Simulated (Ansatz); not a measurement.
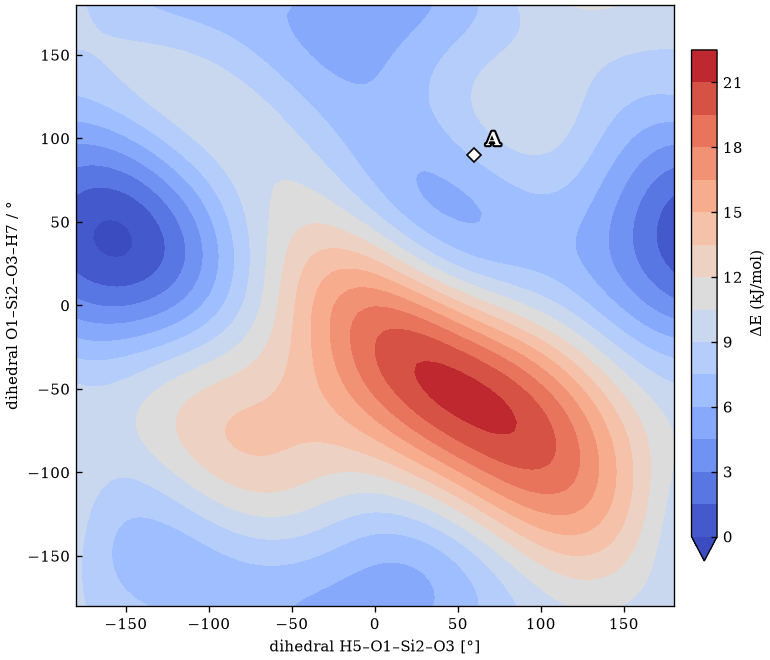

FH₃O₂Si, SMILES O[SiH](O)F. First axis: dihedral H5–O1–Si2–O3. Second axis: dihedral O1–Si2–O3–H7. Nothing is relaxed (all other coordinates rigid). The scan uses a 12 × 12 grid. Points are written as (first, second). Energies: kJ/mol, counted from the lowest grid point. Method: RKS B3LYP-D4/def2-TZVP in Ansatz 0.2.0.

In the figure: filled contours, the point A. Between grid points the surface is interpolated.

> Which way does the force act at A, and how strong is it?

A, at (60°, 90°), is not a stationary point. The computed force is 0.057 kJ/mol for each degree towards smaller values of dihedral H5–O1–Si2–O3 and 0.071 kJ/mol for each degree towards smaller values of dihedral O1–Si2–O3–H7.
